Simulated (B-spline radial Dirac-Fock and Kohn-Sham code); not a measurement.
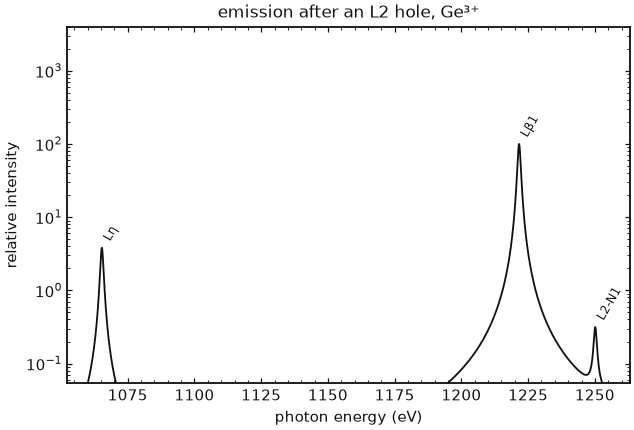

X-ray emission lines that fill an L2 (2p1/2) hole, broadened by a Lorentzian of 1.2 eV full width, on a logarithmic intensity axis. System: Ge³⁺ ([Ar] 3d10 4s1), inside a Watson sphere of charge −3 and radius 2.4 Å that stands in for a crystal. Computed with a radial B-spline solver: independent-particle rates on relativistic LDA orbitals of the hole state (multipoles to L = 3), energies from Dirac–Fock ΔSCF.

> Which line is the strongest, where is it and what share of the photons does it carry?

L2-M4 (Lβ1) at 1.2216 keV, 96.1 % of the radiative decays.

> How far apart are L2-M4 (Lβ1) and L2-M1 (Lη), and what is their intensity ratio?

156 eV apart, with L2-M1 at 0.038 of the intensity of L2-M4.

> What are the natural width, lifetime and fluorescence yield of the L2 hole?

Width 0.829 eV, lifetime 0.794 fs, fluorescence yield 0.0148.
